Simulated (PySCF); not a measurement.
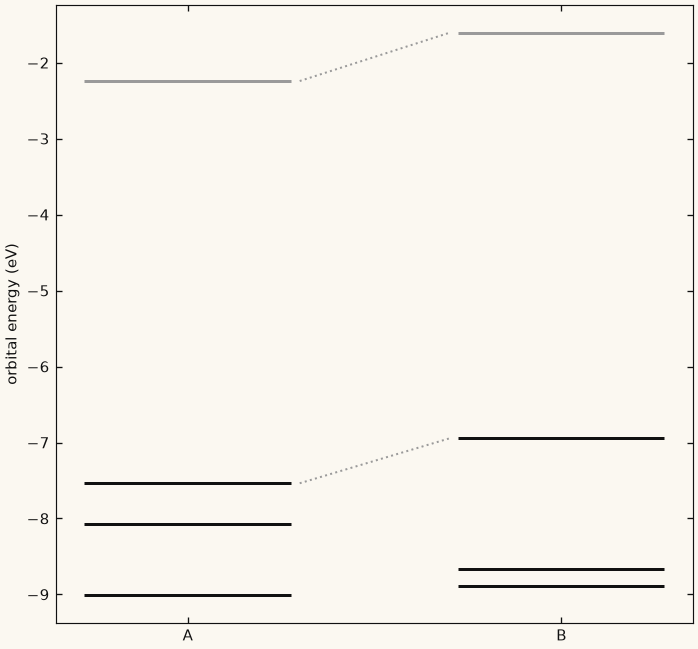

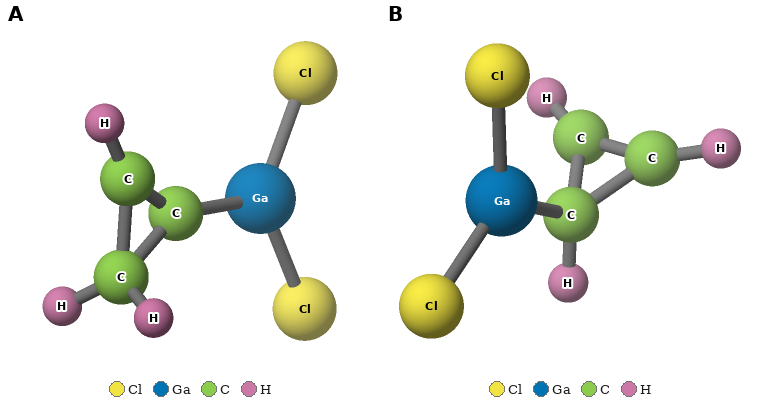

Related molecules: A is C₃H₃Cl₂Ga, SMILES [Cl][Ga]([Cl])[C]1=CC1, singlet; B is C₃H₃Cl₂Ga, SMILES [Cl][Ga]([Cl])[CH]1C=C1, singlet. Frontier orbital energies, B3LYP/def2-SVPD in PySCF, at a GFN2-xTB geometry (no frequency check); drawn are at most three filled levels and, in grey, the LUMO with any level within 0.03 eV of it; dotted lines join the HOMOs and the LUMOs.

Question: What does the change do to the frontier levels?

Answer: From A to B the HOMO rises by 0.59 eV and the LUMO rises by 0.63 eV, so the separation goes from 5.30 to 5.34 eV.

Caveats, for all or some of the runs: one conformer of a flexible molecule; the tight-binding geometry is rougher than a DFT one and adds to the error.
